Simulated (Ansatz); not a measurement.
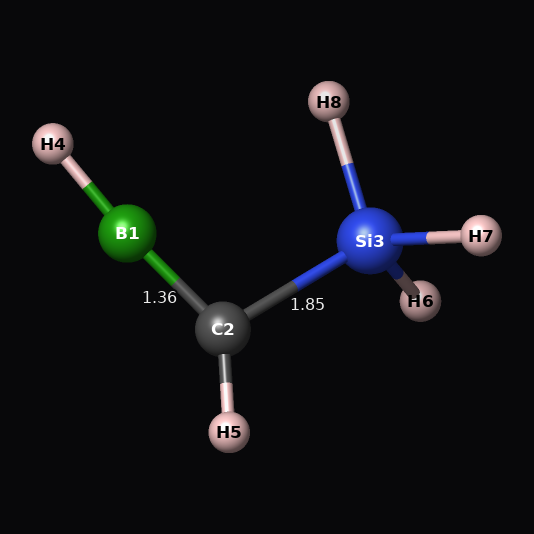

The numbers beside the sticks are distances in Å. Sticks don't show bond order. The geometry was computed by an optimisation with PBE0-D4/def2-TZVP. No frequency run is at hand to confirm it as a minimum.

Assign a bond order to each marked bond.

B1–C2 double; C2–Si3 single.

Write the SMILES.

[H]/B=C\[SiH3]
